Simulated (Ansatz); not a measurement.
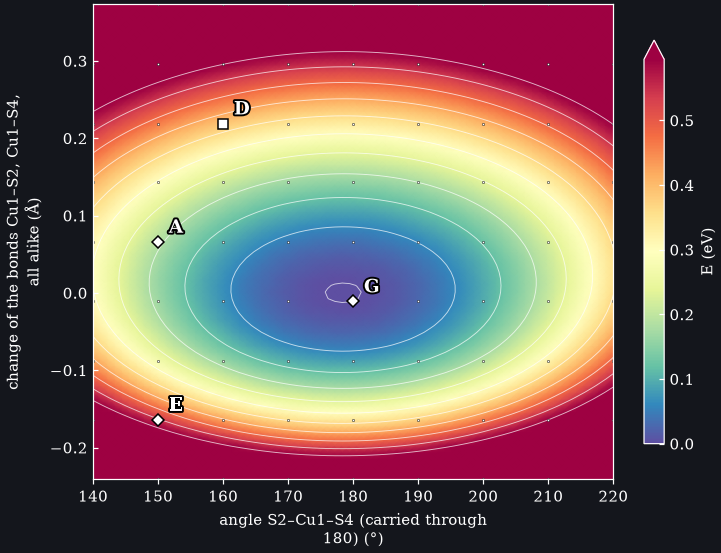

[Cu(SH)2]-, charge −1. First axis: angle S2–Cu1–S4 (carried through 180). Second axis: change of the bonds Cu1–S2, Cu1–S4, all alike. Nothing is relaxed (all other coordinates rigid). The scan uses a 9 × 9 grid. Points are written as (first, second). Energies are in eV, from the lowest grid point. Method: RKS PBE0-D4/def2-SVPD in Ansatz 0.2.0.

In the figure: a smooth colour map with a few white contour lines, dots at the grid points, one colour for all values above the top of the scale, lettered points. Between grid points the surface is interpolated.

### Is D the lowest point of the computed grid?

No. D lies 0.39 eV above the lowest grid point, which is at (180°, −0.011 Å).

### What kind of point is each of A, D, E, G: minimum, saddle, maximum or slope?

A: on a slope; D: on a slope; E: on a slope; G: minimum. (In these two coordinates alone; a stationary point may lie a little off the grid point.)

### Rank the lettered points by energy, lowest first.

G (0.00 eV), A (0.19 eV), D (0.39 eV), E (0.55 eV).
